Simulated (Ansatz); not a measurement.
# SiS (singlet): revPBE, r2SCAN over a scan of the distance Si1–S2, cc-pVDZ, part 2 of 2

Ansatz 0.2.0, Gaussian basis; cc-pVDZ, all electrons in the functionals. Earlier steps stand in the parts before.

### 17 r2SCAN, 2.344 Å

Input file in.yaml:

```yaml
crystal:
  periodic: [false, false, false]
  atoms:
    - {symbol: Si, position_ang: [0.000000, 0.000000, 0.000000]}
    - {symbol: S, position_ang: [0.000000, 0.000000, 2.344000]}
basis:
  gaussian: {orbitals: cc-pVDZ}
magnetization: {spin_polarized: true, initial_magnetization: 0}
hamiltonian: {xc: {name: r2SCAN}}
```

On the command line:

```
ansatz run in.yaml --threads 1 --pin off --events-out ev --progress --plain --max-ram 2393MiB
```

What it wrote:

```text
Functional definition: r2SCAN
  name "r2SCAN"
  cite "Furness, Kaplan, Ning, Perdew & Sun, J. Phys. Chem. Lett. 11, 8208 (2020) doi:10.1021/acs.jpclett.0c02405"
  cite "Furness, Kaplan, Ning, Perdew & Sun, J. Phys. Chem. Lett. 11, 9248 (2020) doi:10.1021/acs.jpclett.0c03077"
  parent r2scan
  parameter k0 = 0.174
  parameter k1 = 0.065
  parameter a1 = 4.9479
  exchange = r2scan_x(k0 = k0, k1 = k1, a1 = a1)
  correlation = r2scan_c
377 factors; integrals over basis functions are off by at most 1.3e-3 eV
mean field evaluation 1: about -18706.2649 eV, gradient 2.1e1 eV
mean field evaluation 2: about -18622.8499 eV, gradient 8.0e1 eV
mean field evaluation 4: about -18710.2638 eV, gradient 3.1e0 eV
mean field evaluation 8: about -18710.3400 eV, gradient 6.0e-2 eV
mean field evaluation 16: about -18710.3401 eV, gradient 2.3e-4 eV
mean field -18710.34006953 eV, -687.5923152314 hartree, gradient 6.9e-6 eV, S^2 0.000000; 2 other end points of the search recorded, 0 dependent functions left out
reference -18710.34007696 eV, -687.5923155041 hartree; 15, 15 occupied and 21, 21 virtual orbitals, 377 factors
Total energy: -18710.34007696 eV, -687.5923155041 hartree
```

Run time: 3.1 s. Hardware: 1 thread of Arm Neoverse V1, shared host.

From the report: ⟨S²⟩ of the determinant 0.000 (pure singlet: 0.00).

From 1.930 Å: +124.6 kJ/mol.

### 18 r2SCAN, 2.619 Å

Input file in.yaml:

```yaml
crystal:
  periodic: [false, false, false]
  atoms:
    - {symbol: Si, position_ang: [0.000000, 0.000000, 0.000000]}
    - {symbol: S, position_ang: [0.000000, 0.000000, 2.619000]}
basis:
  gaussian: {orbitals: cc-pVDZ}
magnetization: {spin_polarized: true, initial_magnetization: 0}
hamiltonian: {xc: {name: r2SCAN}}
output: {forces: true}
```

Same command.

What it wrote, shortened:

```text
Functional definition: r2SCAN
  name "r2SCAN"
  cite "Furness, Kaplan, Ning, Perdew & Sun, J. Phys. Chem. Lett. 11, 8208 (2020) doi:10.1021/acs.jpclett.0c02405"
  cite "Furness, Kaplan, Ning, Perdew & Sun, J. Phys. Chem. Lett. 11, 9248 (2020) doi:10.1021/acs.jpclett.0c03077"
  parent r2scan
[...]
379 factors; integrals over basis functions are off by at most 9.3e-4 eV
[...]
mean field -18708.95274584 eV, -687.5413320261 hartree, gradient 2.8e-5 eV, S^2 0.399231; 9 other end points of the search recorded, 0 dependent functions left out
[...]
reference -18708.95275361 eV, -687.5413323116 hartree; 15, 15 occupied and 21, 21 virtual orbitals, 379 factors
Total energy: -18708.95275361 eV, -687.5413323116 hartree
Atom 0 at     0.000000     0.000000     0.000000 Å, force     0.000000    -0.000000     4.590171 eV/Å
Atom 1 at     0.000000     0.000000     2.619000 Å, force    -0.000000     0.000000    -4.590171 eV/Å
Dipole moment:    -0.000000     0.000000    -0.653570 e Å
```

Run time: 9.5 s. Hardware: 1 thread of Arm Neoverse V1, shared host.

From the report: ⟨S²⟩ of the determinant 0.399 (pure singlet: 0.00).

From 1.930 Å: +258.5 kJ/mol.

### 19 r2SCAN, 3.150 Å

Input file in.yaml:

```yaml
crystal:
  periodic: [false, false, false]
  atoms:
    - {symbol: Si, position_ang: [0.000000, 0.000000, 0.000000]}
    - {symbol: S, position_ang: [0.000000, 0.000000, 3.150000]}
basis:
  gaussian: {orbitals: cc-pVDZ}
magnetization: {spin_polarized: true, initial_magnetization: 0}
hamiltonian: {xc: {name: r2SCAN}}
```

The command is unchanged.

What it wrote, shortened:

```text
Functional definition: r2SCAN
  name "r2SCAN"
  cite "Furness, Kaplan, Ning, Perdew & Sun, J. Phys. Chem. Lett. 11, 8208 (2020) doi:10.1021/acs.jpclett.0c02405"
  cite "Furness, Kaplan, Ning, Perdew & Sun, J. Phys. Chem. Lett. 11, 9248 (2020) doi:10.1021/acs.jpclett.0c03077"
  parent r2scan
[...]
379 factors; integrals over basis functions are off by at most 5.4e-4 eV
[...]
mean field -18707.10232304 eV, -687.4733302423 hartree, gradient 7.3e-6 eV, S^2 1.208716; 17 other end points of the search recorded, 0 dependent functions left out
reference -18707.10233161 eV, -687.4733305574 hartree; 15, 15 occupied and 21, 21 virtual orbitals, 379 factors
Total energy: -18707.10233161 eV, -687.4733305574 hartree
```

Wall time 29 s (1 thread of Arm Neoverse V1, shared host).

From the report: ⟨S²⟩ of the determinant 1.209 (pure singlet: 0.00). The determinant is far from a pure spin state, so its energy mixes those of several spin states (harmless only where they are near-degenerate, as at dissociation).

From 1.930 Å: +437.0 kJ/mol.

### 20 r2SCAN, 3.577 Å

Input file in.yaml:

```yaml
crystal:
  periodic: [false, false, false]
  atoms:
    - {symbol: Si, position_ang: [0.000000, 0.000000, 0.000000]}
    - {symbol: S, position_ang: [0.000000, 0.000000, 3.577000]}
basis:
  gaussian: {orbitals: cc-pVDZ}
magnetization: {spin_polarized: true, initial_magnetization: 0}
hamiltonian: {xc: {name: r2SCAN}}
output: {forces: true}
```

Launched as before.

What it wrote, shortened:

```text
Functional definition: r2SCAN
  name "r2SCAN"
  cite "Furness, Kaplan, Ning, Perdew & Sun, J. Phys. Chem. Lett. 11, 8208 (2020) doi:10.1021/acs.jpclett.0c02405"
  cite "Furness, Kaplan, Ning, Perdew & Sun, J. Phys. Chem. Lett. 11, 9248 (2020) doi:10.1021/acs.jpclett.0c03077"
  parent r2scan
[...]
381 factors; integrals over basis functions are off by at most 3.7e-4 eV
[...]
mean field -18706.32080202 eV, -687.4446098747 hartree, gradient 6.6e-6 eV, S^2 1.504714; 18 other end points of the search recorded, 0 dependent functions left out
[...]
reference -18706.32081113 eV, -687.4446102092 hartree; 15, 15 occupied and 21, 21 virtual orbitals, 381 factors
Total energy: -18706.32081113 eV, -687.4446102092 hartree
Atom 0 at     0.000000     0.000000     0.000000 Å, force    -0.000000    -0.000000     1.373014 eV/Å
Atom 1 at     0.000000     0.000000     3.577000 Å, force     0.000000     0.000000    -1.373014 eV/Å
Dipole moment:     0.000000    -0.000000    -0.578678 e Å
```

Wall time 28 s (1 thread of Arm Neoverse V1, shared host).

From the report: ⟨S²⟩ of the determinant 1.505 (pure singlet: 0.00). The determinant is far from a pure spin state, so its energy mixes those of several spin states (harmless only where they are near-degenerate, as at dissociation).

From 1.930 Å: +512.4 kJ/mol.

### 21 r2SCAN, 4.165 Å

Input file in.yaml:

```yaml
crystal:
  periodic: [false, false, false]
  atoms:
    - {symbol: Si, position_ang: [0.000000, 0.000000, 0.000000]}
    - {symbol: S, position_ang: [0.000000, 0.000000, 4.165000]}
basis:
  gaussian: {orbitals: cc-pVDZ}
magnetization: {spin_polarized: true, initial_magnetization: 0}
hamiltonian: {xc: {name: r2SCAN}}
```

The command is unchanged.

What it wrote, shortened:

```text
Functional definition: r2SCAN
  name "r2SCAN"
  cite "Furness, Kaplan, Ning, Perdew & Sun, J. Phys. Chem. Lett. 11, 8208 (2020) doi:10.1021/acs.jpclett.0c02405"
  cite "Furness, Kaplan, Ning, Perdew & Sun, J. Phys. Chem. Lett. 11, 9248 (2020) doi:10.1021/acs.jpclett.0c03077"
  parent r2scan
[...]
380 factors; integrals over basis functions are off by at most 1.4e-4 eV
[...]
mean field -18705.81612652 eV, -687.4260633922 hartree, gradient 2.8e-6 eV, S^2 1.775994; 27 other end points of the search recorded, 0 dependent functions left out
reference -18705.81613582 eV, -687.4260637338 hartree; 15, 15 occupied and 21, 21 virtual orbitals, 380 factors
Total energy: -18705.81613582 eV, -687.4260637338 hartree
```

It took 48 s on 1 thread of Arm Neoverse V1, shared host.

From the report: ⟨S²⟩ of the determinant 1.776 (pure singlet: 0.00). The determinant is far from a pure spin state, so its energy mixes those of several spin states (harmless only where they are near-degenerate, as at dissociation).

From 1.930 Å: +561.1 kJ/mol.

### 22 r2SCAN, 5.178 Å

Input file in.yaml:

```yaml
crystal:
  periodic: [false, false, false]
  atoms:
    - {symbol: Si, position_ang: [0.000000, 0.000000, 0.000000]}
    - {symbol: S, position_ang: [0.000000, 0.000000, 5.178000]}
basis:
  gaussian: {orbitals: cc-pVDZ}
magnetization: {spin_polarized: true, initial_magnetization: 0}
hamiltonian: {xc: {name: r2SCAN}}
output: {forces: true}
```

Launched as before.

What it wrote, shortened:

```text
Functional definition: r2SCAN
  name "r2SCAN"
  cite "Furness, Kaplan, Ning, Perdew & Sun, J. Phys. Chem. Lett. 11, 8208 (2020) doi:10.1021/acs.jpclett.0c02405"
  cite "Furness, Kaplan, Ning, Perdew & Sun, J. Phys. Chem. Lett. 11, 9248 (2020) doi:10.1021/acs.jpclett.0c03077"
  parent r2scan
[...]
378 factors; integrals over basis functions are off by at most 1.2e-4 eV
[...]
mean field -18705.59858155 eV, -687.4180687618 hartree, gradient 3.0e-9 eV, S^2 1.932094; 30 other end points of the search recorded, 0 dependent functions left out
[...]
reference -18705.59859191 eV, -687.4180691424 hartree; 15, 15 occupied and 21, 21 virtual orbitals, 378 factors
Total energy: -18705.59859191 eV, -687.4180691424 hartree
Atom 0 at     0.000000     0.000000     0.000000 Å, force    -0.000000     0.000000     0.089480 eV/Å
Atom 1 at     0.000000     0.000000     5.178000 Å, force    -0.000000    -0.000000    -0.089480 eV/Å
Dipole moment:     0.000000    -0.000000    -0.348623 e Å
```

Run time: 78 s. Hardware: 1 thread of Arm Neoverse V1, shared host.

From the report: ⟨S²⟩ of the determinant 1.932 (pure singlet: 0.00). The determinant is far from a pure spin state, so its energy mixes those of several spin states (harmless only where they are near-degenerate, as at dissociation).

From 1.930 Å: +582.1 kJ/mol.

### 23 r2SCAN, 6.716 Å

in.yaml: that of step 22 with these lines changed.

```diff
@@ -4,3 +4,3 @@
     - {symbol: Si, position_ang: [0.000000, 0.000000, 0.000000]}
-    - {symbol: S, position_ang: [0.000000, 0.000000, 5.178000]}
+    - {symbol: S, position_ang: [0.000000, 0.000000, 6.716000]}
 basis:
```

Same command.

What it wrote, shortened:

```text
Functional definition: r2SCAN
  name "r2SCAN"
  cite "Furness, Kaplan, Ning, Perdew & Sun, J. Phys. Chem. Lett. 11, 8208 (2020) doi:10.1021/acs.jpclett.0c02405"
  cite "Furness, Kaplan, Ning, Perdew & Sun, J. Phys. Chem. Lett. 11, 9248 (2020) doi:10.1021/acs.jpclett.0c03077"
  parent r2scan
[...]
377 factors; integrals over basis functions are off by at most 1.2e-4 eV
[...]
mean field -18705.54837928 eV, -687.4162238626 hartree, gradient 3.9e-10 eV, S^2 1.981897; 19 other end points of the search recorded, 0 dependent functions left out
[...]
reference -18705.54839070 eV, -687.4162242822 hartree; 15, 15 occupied and 21, 21 virtual orbitals, 377 factors
Total energy: -18705.54839070 eV, -687.4162242822 hartree
Atom 0 at     0.000000     0.000000     0.000000 Å, force     0.000000    -0.000000     0.004654 eV/Å
Atom 1 at     0.000000     0.000000     6.716000 Å, force    -0.000000     0.000000    -0.004654 eV/Å
Dipole moment:    -0.000000     0.000000    -0.188537 e Å
```

It took 1.8 min on 1 thread of Arm Neoverse V1, shared host.

From the report: ⟨S²⟩ of the determinant 1.982 (pure singlet: 0.00). The determinant is far from a pure spin state, so its energy mixes those of several spin states (harmless only where they are near-degenerate, as at dissociation).

From 1.930 Å: +587.0 kJ/mol.

### 24 Against the wave-function levels

The yardstick is RCCSDTQ, where the cluster series has nearly closed. It comes from earlier runs at the same points. Energies in kJ/mol, counted from 1.930 Å; blanks weren't run or aren't comparable.

| level | 1.532 Å | 1.764 Å | 1.930 Å | 2.098 Å | 2.344 Å | 2.619 Å | 3.150 Å | 3.577 Å | 4.165 Å | 5.178 Å | 6.716 Å |
| --- | --- | --- | --- | --- | --- | --- | --- | --- | --- | --- | --- |
| RCCSDTQ | 555.8 | 81.9 | 0.0 | 14.7 | 106.4 |  |  |  |  |  |  |
| revPBE | 548.5 | 82.3 | 0.0 | 12.7 | 103.7 | 230.2 | 406.3 | 484.5 | 540.2 | 570.5 | 576.7 |
| r2SCAN | 530.6 | 73.6 | 0.0 | 21.6 | 124.6 | 258.5 | 437.0 | 512.4 | 561.1 | 582.1 | 587.0 |

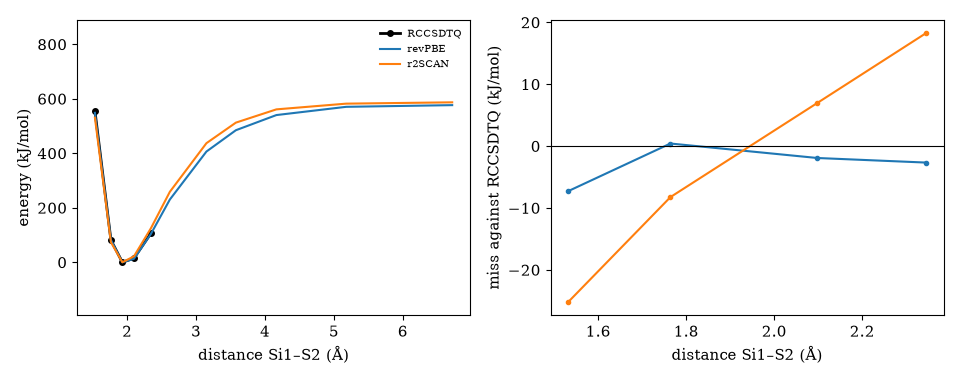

Left: the curves (the axis may cut off levels that run far away). Right: misses against RCCSDTQ, in the same colours.

Largest miss and mean time a point (RCCSDTQ took 2.5 min a point; shared hosts):

| level | largest miss (kJ/mol) | where | time a point |
| --- | --- | --- | --- |
| revPBE | -7.3 | 1.532 Å | 8.4 s |
| r2SCAN | -25.2 | 1.532 Å | 28 s |

### 25 Results

The summary covers parts 1 to 2.

| quantity | value |
| --- | --- |
| span of the RCCSDTQ curve (points where it is known) | 555.8 kJ/mol |
| largest miss, revPBE | -7.3 kJ/mol (1.532 Å) |
| largest miss, r2SCAN | -25.2 kJ/mol (1.532 Å) |

**Reading.** Misses are known at 4 of 10 points at best, and only functionals with that many are ranked. Of the functionals, revPBE keep the smallest largest miss at the points compared (at most 7.3 kJ/mol) and r2SCAN strays most (25.2 kJ/mol, at 1.532 Å). revPBE, r2SCAN clearly break the spin symmetry at some points (⟨S²⟩ up to 1.98 above the pure value), so energy there is bought with a mixed spin. Functionals and the yardstick converge differently with the basis, so part of each miss in cc-pVDZ is the basis. The program flags that the yardstick's amplitudes may have other solutions at some points.
